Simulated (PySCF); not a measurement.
## A study: C₃H₂O, SMILES `O=C1C=C1`

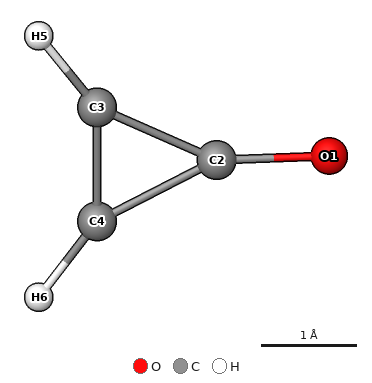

The molecule, with its atoms numbered as below. No frequency check shows the geometry to be a minimum.

Coordinates in Å:

```
O1      -1.5247   -0.0000    0.0000
C2      -0.3353    0.0001    0.0000
C3       0.9270   -0.6746    0.0000
C4       0.9271    0.6745    0.0000
H5       1.5425   -1.5468    0.0000
H6       1.5425    1.5468    0.0000
```

Part 1: Bonding charge

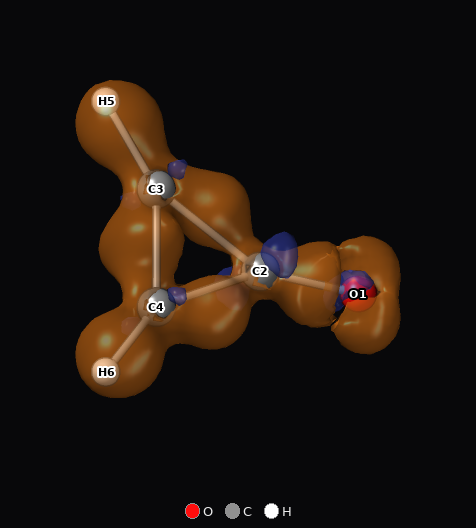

Deformation density (molecule less spherical, spin-averaged free atoms at the same positions), surfaces at ±0.2 e/Å³; orange: gain, blue: loss.

PySCF calculation, PBE0/aug-cc-pVDZ, gas phase; geometry: GFN2-xTB.

Q: Describe the bonding that the map shows.

A: C3–H5 and C4–H6: +0.75 e/Å³ at the bond critical point (bond length 1.07 Å). O1–C2: +0.64 e/Å³ at the bond critical point (bond length 1.19 Å). C3–C4: +0.53 e/Å³ at the bond critical point (bond length 1.35 Å). C2–C4 and C2–C3: +0.41 e/Å³ at the bond critical point (bond length 1.43 Å). In all, 1.6 electrons gather in the regions of gain relative to the promolecule.

Part 2: Bond critical points

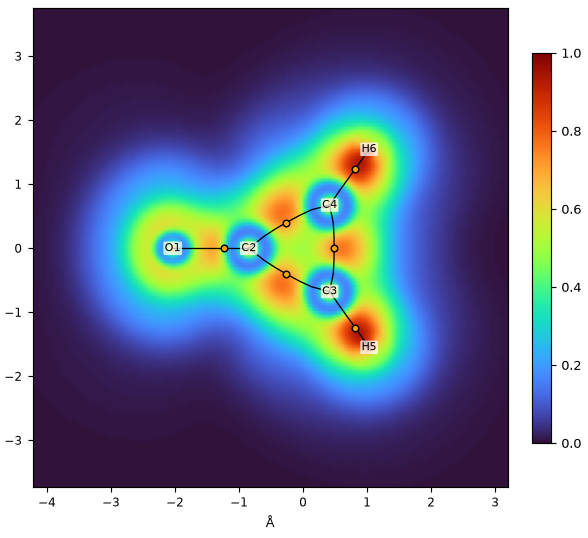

Localised orbital locator (LOL) in the molecular plane, with bond paths and bond critical points (dots).

Q: What values does LOL take at the bond critical points in this plane?

A: C3–H5 and C4–H6: about 0.91; C3–C4: about 0.73; C2–C4 and C2–C3: about 0.72; O1–C2: about 0.44. Values above 0.5 mark slow, localised electrons, as in shared pairs; low values at a critical point mark a polar or closed-shell contact whose critical point lies between the shells.

Q: Where along O1–C2 does the critical point lie?

A: 0.80 Å from O1 and 0.39 Å from C2.

Part 3: Electrostatic potential

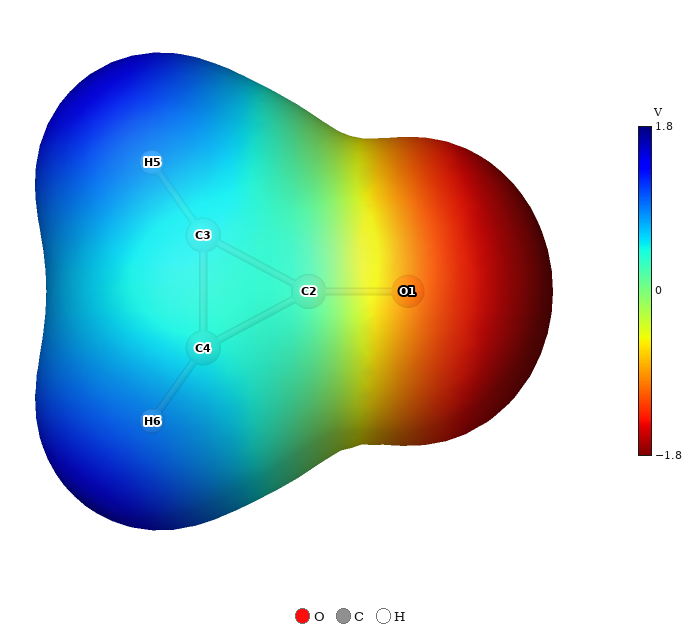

Electrostatic potential on the surface of electron density 0.001 a.u.

Q: Where are the extremes of the potential on the surface?

A: Highest: 1.50 V, 1.3 Å from H5, and at like points elsewhere. Lowest: −1.75 V, 1.7 Å from O1. The surface is sampled at points, so like sites can differ by a few per cent and only the strongest of them is named.

Q: What volume does the surface enclose, and what is the dipole moment?

A: About 71 Å³; the dipole moment is 4.2 D.

Part 4: The π system

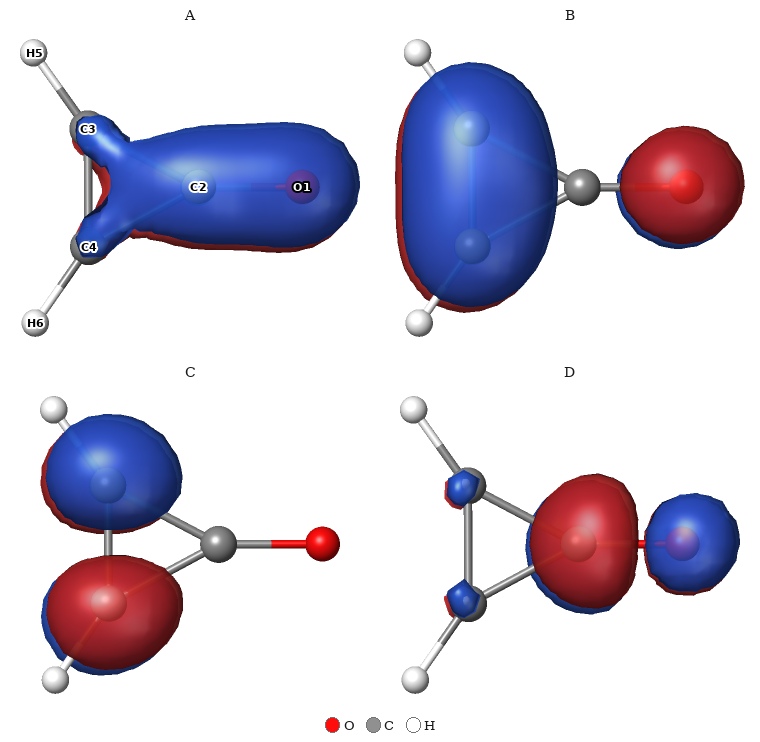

Natural orbitals of the π active space, CASSCF(4,4), singlet state, in order of falling occupation.

Method: def2-TZVP basis; geometry: GFN2-xTB; program: PySCF.

Q: What are the natural occupation numbers?

A: A 1.96, B 1.93, C 0.06, D 0.04.

Q: How multiconfigurational is the state?

A: The leading determinant weighs 0.95; the effective number of unpaired electrons, Σ n²(2−n)², is 0.05; the most occupied of the weakly occupied orbitals holds 0.06 e, as in an ordinary closed-shell π system. The active space lowers the energy by 1.24 eV against Hartree–Fock.

Q: Where does the lowest triplet lie relative to the singlet, at this geometry and within this active space?

A: 5.14 eV above it by strongly contracted NEVPT2 (+4.61 eV by CASSCF); a small basis tends to put such gaps a few tenths of an eV too high. This is a vertical energy for π states alone; a state that uses lone pairs or σ orbitals may lie lower.

The PySCF runs shown took 5.7 s and 21 s on 1 thread of Intel(R) Xeon(R) 6975P-C (Granite Rapids), with other jobs on the host.
